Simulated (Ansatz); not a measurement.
# What a change does: single-point calculation on C2H3F3

System: C2H3F3.
Method of the first run: RKS PBE0-D4/def2-TZVPP (Ansatz 0.2.0).

The geometry comes from this level: PBE0-D4/def2-TZVP. Text and figures count atoms from 1; the logs count them from 0 in places.

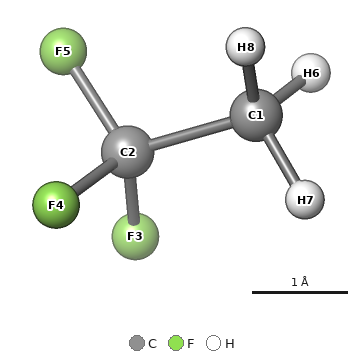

**Figure 1.** The structure as given in the input (ball-and-stick view, seen at a tilt; atoms are numbered from 1 in the order of the input). Bond lengths as drawn: C–C 1.50 Å, C–F 1.34 Å and C–H 1.09 Å.

Input file, the first run:
```yaml
crystal:
  periodic: [false, false, false]
  atoms:
    - {symbol: C, position_ang: [-0.615396, -0.141492, 0.471476]}
    - {symbol: C, position_ang: [0.557611, 0.109858, -0.423740]}
    - {symbol: F, position_ang: [1.692799, -0.381993, 0.093851]}
    - {symbol: F, position_ang: [0.395242, -0.458159, -1.627678]}
    - {symbol: F, position_ang: [0.754204, 1.420326, -0.629897]}
    - {symbol: H, position_ang: [-0.441642, 0.335783, 1.434893]}
    - {symbol: H, position_ang: [-0.738030, -1.214609, 0.611240]}
    - {symbol: H, position_ang: [-1.512589, 0.273085, 0.013956]}
basis:
  gaussian: {orbitals: def2-TZVPP}
hamiltonian: {xc: pbe0, dispersion: d4}
output: {orbitals: {seedname: orbitals}}
```

Hardware: 2 CPU threads, shared host.

Output (the first run):
```
Functional definition: PBE0
  parameter a = 0.25
  parameter kappa = 0.804
  parameter beta = 0.06672455060314922
  exchange = (1 - a)*pbe_x(kappa = kappa, mu = beta*pi^2/3) + a*exact_x
  correlation = pbe_c(beta = beta)
1005 factors; their error is unknown
mean field evaluation 1: about -10263.6697 eV, gradient 5.2e1 eV
mean field evaluation 2: about -10263.0284 eV, gradient 5.6e1 eV
mean field evaluation 4: about -10268.3903 eV, gradient 1.9e0 eV
mean field evaluation 8: about -10268.3914 eV, gradient 7.4e-2 eV
mean field evaluation 16: about -10268.4153 eV, gradient 3.7e-5 eV
mean field -10268.41533210 eV, -377.3573032729 hartree, gradient 3.7e-5 eV, S^2 0.000000; 0 other end points of the search recorded, 0 dependent functions left out
reference -10268.41535188 eV, -377.3573039999 hartree; 21, 21 occupied and 176, 176 virtual orbitals, 1005 factors
Total energy: -10268.50300080 eV, -377.3605250382 hartree
```

The input of the second run differs as follows (lines with − go, lines with + come):
```diff
-  gaussian: {orbitals: def2-TZVPP}
+  gaussian: {orbitals: "def2-QZVPP.json"}
```

How does the second run compare with the first run?

The total energy of the second run is 12.1 kcal/mol lower, which measures the change of basis and not a stability. The LUMO goes from 1.44 to 0.84 eV. The basis functions go from 197 to 375.

Output (the second run):
```
Functional definition: PBE0
  parameter a = 0.25
  parameter kappa = 0.804
  parameter beta = 0.06672455060314922
  exchange = (1 - a)*pbe_x(kappa = kappa, mu = beta*pi^2/3) + a*exact_x
  correlation = pbe_c(beta = beta)
1093 factors; their error is unknown
mean field evaluation 1: about -10263.8681 eV, gradient 5.4e1 eV
mean field evaluation 2: about -10263.3123 eV, gradient 5.7e1 eV
mean field evaluation 4: about -10268.9385 eV, gradient 2.3e0 eV
mean field evaluation 8: about -10268.9411 eV, gradient 8.2e-2 eV
mean field evaluation 16: about -10268.9408 eV, gradient 4.6e-5 eV
mean field -10268.94075182 eV, -377.3766120914 hartree, gradient 4.6e-5 eV, S^2 0.000000; 0 other end points of the search recorded, 0 dependent functions left out
reference -10268.94077899 eV, -377.3766130897 hartree; 21, 21 occupied and 354, 354 virtual orbitals, 1093 factors
Total energy: -10269.02842790 eV, -377.3798341280 hartree
```

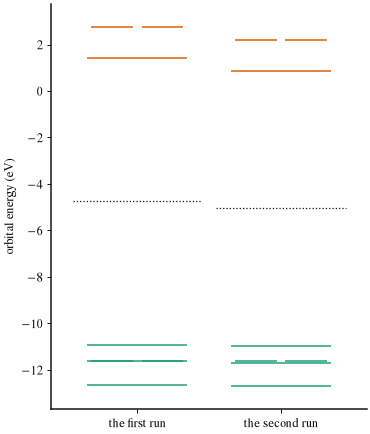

**Figure 2.** The five highest filled and three lowest empty orbital energies of the two runs; the dotted lines part filled from empty levels. The HOMO–LUMO gap is 12.35 eV in the first run and 11.80 eV in the second run.

The two runs side by side:

```tsv
quantity	the first run	the second run
outcome	converged	converged
total energy (hartree)	−377.360525	−377.379834
HOMO (eV)	−10.92	−10.95
LUMO (eV)	1.44	0.84
basis functions	197	375
wall time (shared host)	1.5 s	3.8 s
```
